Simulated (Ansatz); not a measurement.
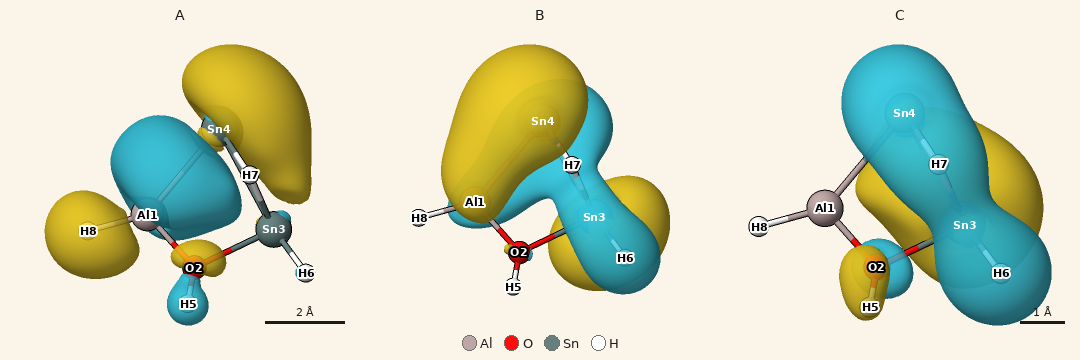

Figure 1: AlH4OSn2 (charge +1). Three frontier orbitals at ±0.06 Å⁻³ᐟ² (yellow and cyan are the two phases), in no order.

Geometry: B3LYP-D3(BJ)/def2-SVP; core potentials replace the inner electrons of Sn.

These are results of isolated molecule in a Gaussian basis; Kohn-Sham density functional theory, functional PBE0 in Ansatz 0.2.0, not measurements.

The calculation's input:

```
crystal:
  periodic: [false, false, false]
  atoms:
    - {symbol: Al, position_ang: [1.069643, -2.306767, -0.874766]}
    - {symbol: O, position_ang: [0.006912, -0.866255, -0.608945]}
    - {symbol: Sn, position_ang: [-1.955173, -1.712470, 0.106690]}
    - {symbol: Sn, position_ang: [-0.689903, -4.340300, 0.087851]}
    - {symbol: H, position_ang: [0.249624, 0.074244, -0.649313]}
    - {symbol: H, position_ang: [-2.342835, -0.327099, 1.087271]}
    - {symbol: H, position_ang: [-0.893821, -2.799818, 1.402924]}
    - {symbol: H, position_ang: [2.513647, -1.994188, -1.420484]}
basis:
  gaussian:
    orbitals: def2-TZVPD
total_charge: 1
hamiltonian:
  xc: {name: PBE0}
output:
  forces: true
  orbitals: {seedname: orbitals}
```

Launched as:

```sh
ansatz run input.yaml --threads 2 --pin off --max-ram 4350MiB --events-out events.jsonl --progress --plain --runs-dir runs
```

> Which picture is the HOMO−1, the HOMO and the LUMO?

C is the HOMO−1 (−11.67 eV). It lies mainly on Sn3 (about 50 %), Sn4 (about 20 %), H6 (about 10 %) and H7 (about 10 %). A is the HOMO (−10.75 eV). It lies mainly on Sn4 (about 50 %), Al1 (about 30 %), H8 (about 10 %) and Sn3 (about 5 %). B is the LUMO (−7.34 eV). By Hirshfeld shares it lies mainly on Sn4 (about 50 %), Sn3 (about 30 %) and Al1 (about 10 %).

> What is the HOMO–LUMO gap?

3.41 eV between the orbital energies.
